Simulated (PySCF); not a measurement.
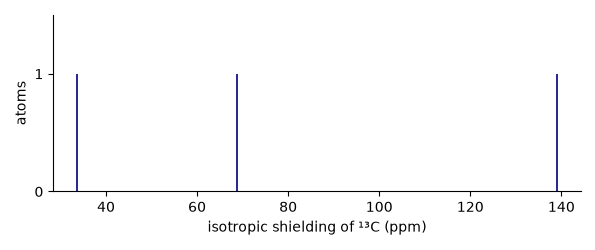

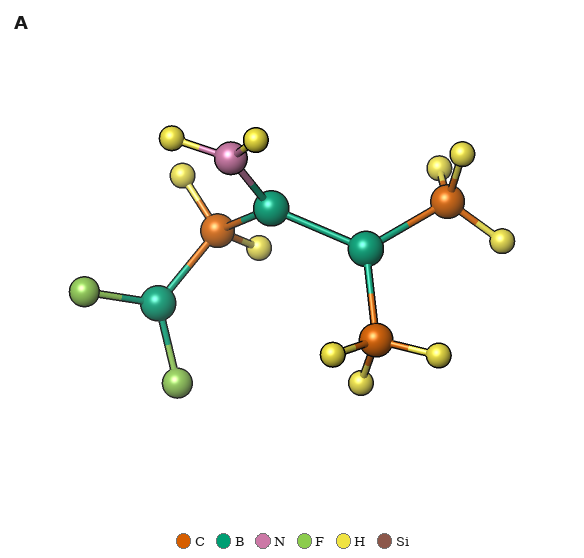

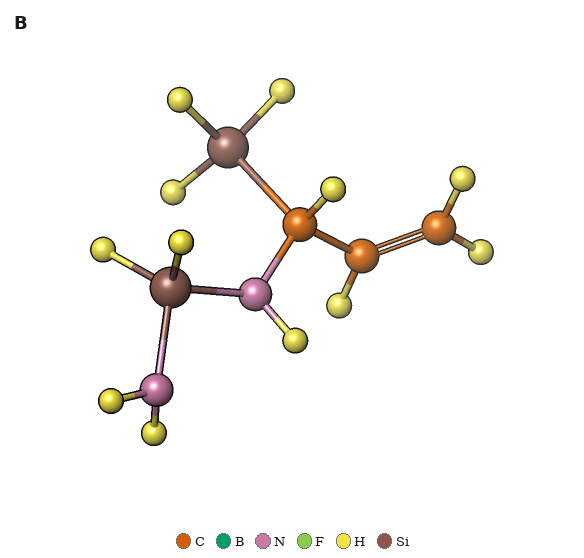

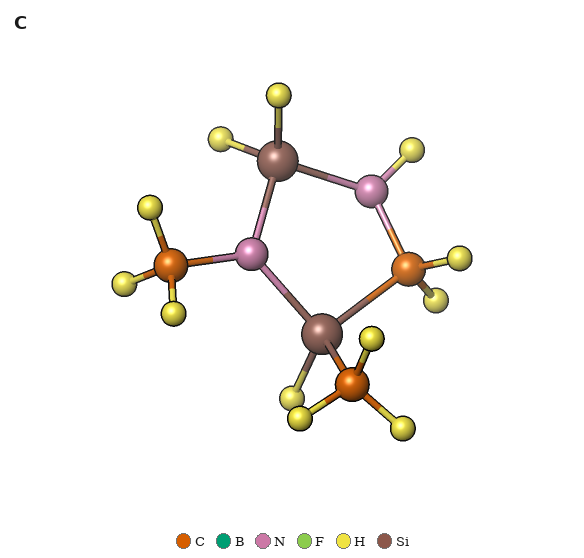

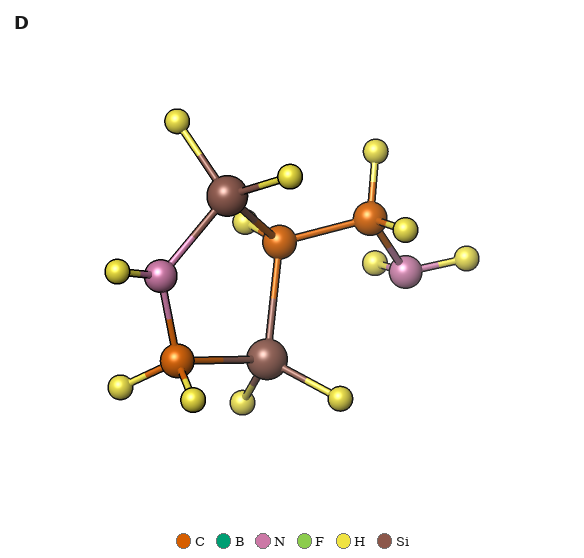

The sticks are computed shieldings of one of the molecules, for one fixed geometry (GFN2-xTB) without averaging over rotations. Low shielding means a high chemical shift. Method: GIAO PBE0/pcSseg-1 NMR shielding, non-relativistic, gas phase (PySCF 2.14.0).

**Match the spectrum to a structure.**

B, `C=C[C@@H]([SiH3])N[SiH2]N`. Its 3 C atoms give lines at 33.7, 68.8, 139.0 ppm.

The geometry is semi-empirical. Around B, Si such bond lengths and angles can be off by a tenth of an ångström or more and by several degrees, and values that hang on the shape move with them.
